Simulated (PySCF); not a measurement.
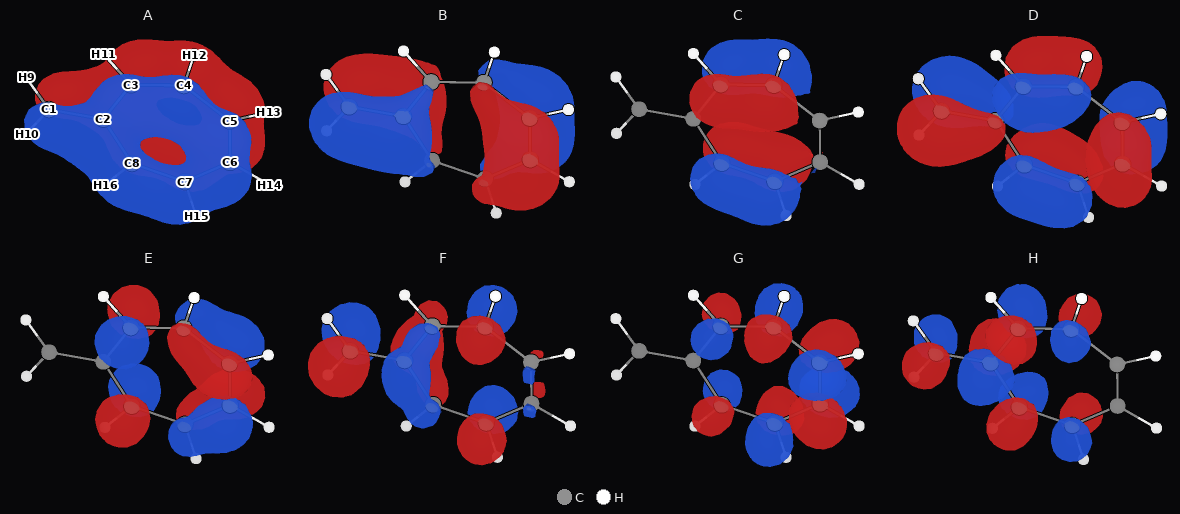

C8H8, SMILES `C=C1C=CC=CC=C1`. Natural orbitals of the π active space, CASSCF(8,8), singlet state, in order of falling occupation.

Method: 6-31G* basis; geometry: GFN2-xTB; program: PySCF. No frequency check shows the geometry to be a minimum.

Question: What are the natural occupation numbers?

Answer: A 1.95, B 1.92, C 1.91, D 1.84, E 0.14, F 0.13, G 0.05, H 0.05.

Question: How multiconfigurational is the state?

Answer: The leading determinant weighs 0.82; the effective number of unpaired electrons, Σ n²(2−n)², is 0.29; the most occupied of the weakly occupied orbitals holds 0.14 e, as in an ordinary closed-shell π system. The active space lowers the energy by 3.03 eV against Hartree–Fock.

Question: Where does the lowest triplet lie relative to the singlet, at this geometry and within this active space?

Answer: 2.06 eV above it by strongly contracted NEVPT2 (+2.22 eV by CASSCF); a small basis tends to put such gaps a few tenths of an eV too high. This is a vertical energy for π states alone; a state that uses lone pairs or σ orbitals may lie lower.
